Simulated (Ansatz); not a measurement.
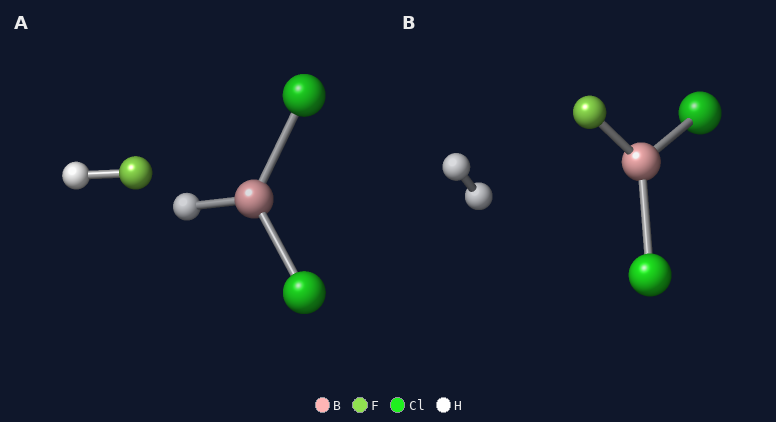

2 stationary structures of one formula. Geometries: PBE0-D4/def2-TZVP. Electronic energies: PBE0-D4/def2-TZVP (Ansatz 0.2.0), without zero-point energy. No frequency run is at hand to confirm each as a minimum.

Rank them by energy, lowest first.

B is lowest (Cs); A lies 1.141 eV above it (Cs, a saddle point of order 1).

Give E(B) − E(A) in eV at these levels too: B97M-V/def2-TZVPP; PBE-D4/def2-TZVPP; RHF-CCSD(T) (frozen core)/def2-SVP; PBE0-D4/def2-TZVP; B3LYP-D4/def2-TZVPP; CCSD(T)/CBS (MP2 limit from def2-TZVPP and def2-QZVPP plus CCSD(T) − MP2); B2PLYP (frozen core)/def2-TZVPP; CAM-B3LYP-D4/def2-TZVPP.

```tsv
level	E(B) − E(A) (eV)
B97M-V/def2-TZVPP	−1.216
PBE-D4/def2-TZVPP	−1.114
RHF-CCSD(T) (frozen core)/def2-SVP	−1.183
PBE0-D4/def2-TZVP	−1.141
B3LYP-D4/def2-TZVPP	−1.138
CCSD(T)/CBS (MP2 limit from def2-TZVPP and def2-QZVPP plus CCSD(T) − MP2)	−1.064
B2PLYP (frozen core)/def2-TZVPP	−1.120
CAM-B3LYP-D4/def2-TZVPP	−1.150
```
